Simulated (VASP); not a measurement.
Band structure of SnSe2 (1T layered). Computed with PBE GGA, VASP's PBE PAW potentials (set 64) (plane waves; VASP 6.6.1).

Without a dispersion term in the relaxation, distances and binding between the weakly bound layers, chains or molecules are unreliable, and so is what depends on them. Unless said otherwise, spin-orbit coupling is left out, though it shifts the bands of the heavy elements here.

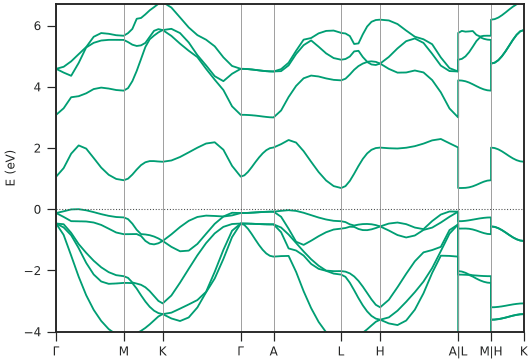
Figure. Bands along high-symmetry lines, zero at the valence-band maximum or, without a gap, the Fermi level

Problem. Read the plot: is there a gap, and where are the band edges?

Solution. The gap is indirect, 0.69 eV, from the valence maximum at Γ-M at 0.33 to the conduction minimum at L. (Edges off the drawn lines would not show.)

Measured: gap 0.98 eV (computed value off by -0.29 eV), as given by Joseph M. Gonzalez et al., Physical Review B (2016), arXiv:1609.04381.

The compound is SnSe2 in the 1T layered structure. It was relaxed first, which changed the volume by +16 %.
